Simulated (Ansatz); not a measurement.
Consider CH3Cl···GeH3 (doublet).

```tsv
atom	x (Å)	y (Å)	z (Å)
Cl	-0.7075	0.0878	-0.3814
Ge	2.4404	-0.4490	1.0987
C	-2.3280	0.4285	-1.0539
H	2.2174	-0.3735	2.6354
H	3.3966	0.6729	0.6045
H	2.9363	-1.8563	0.6616
H	-2.2188	0.7767	-2.0892
H	-2.8108	1.2049	-0.4465
H	-2.9255	-0.4920	-1.0293
```

Computed with Ansatz, UKS B3LYP-D4/def2-SVP.

**What can the converged electron density, electron localisation function and spin density tell about the bonding?**

Ge2···Cl1 (3.52 Å): the density falls to about 0.06 e/Å³ on the way; the ELF dips to about 0.05 between them.
C–Cl (1.79 Å): the density is about 1.3 e/Å³ at the midpoint; the ELF peaks at about 0.90 between the atoms: a shared electron pair.
C–H (1.10 Å): the density is about 2 e/Å³ at the midpoint; the ELF climbs to about 1 towards the hydrogen, as it does in any bond to H: an ordinary covalent bond to hydrogen.
The unpaired spin (1 electron) lies mostly on Ge2 (about 0.8), in electrons by Hirshfeld's partition.

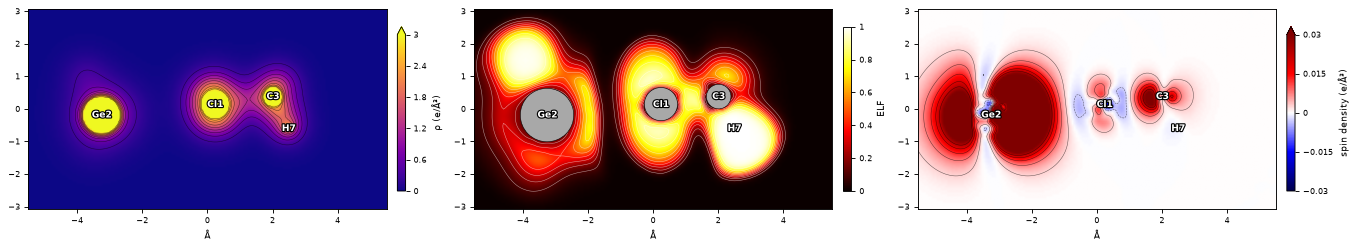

Computed electron density, electron localisation function and spin density on the plane of atoms Cl1, C3 and H7, in this order. Grey discs cover the atomic cores in the ELF map. 
